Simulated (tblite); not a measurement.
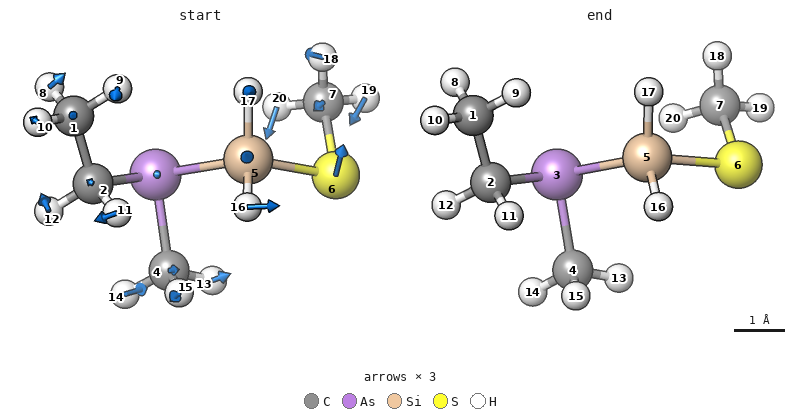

The structure of C4H13AsSSi before (left) and after (right) a relaxation, at one scale. The blue arrows give the displacements, 3 times their true length.

Style: ball-and-stick. Shown at a tilt.

Theory: tblite, GFN2-xTB geometry optimisation, gas phase. 

Question: What changed between the two?

Answer: The largest moves after the best rigid fit, 0.29 Å, are those of S6 and H18. By element the largest moves are H 0.29 Å, S 0.29 Å, Si 0.13 Å, C 0.12 Å, As 0.06 Å. Some distances before and after: C1–H10 1.123 → 1.090 Å, C7–H19 1.106 → 1.085 Å, C1–H8 1.107 → 1.091 Å, C4–H14 1.104 → 1.091 Å. Bond angles that change, for instance: S6–Si5–H16 109.3° → 101.2°, As3–Si5–H16 109.8° → 117.1°, As3–Si5–H17 109.4° → 114.1°. The energy falls by 0.184 eV in 84 geometry steps.
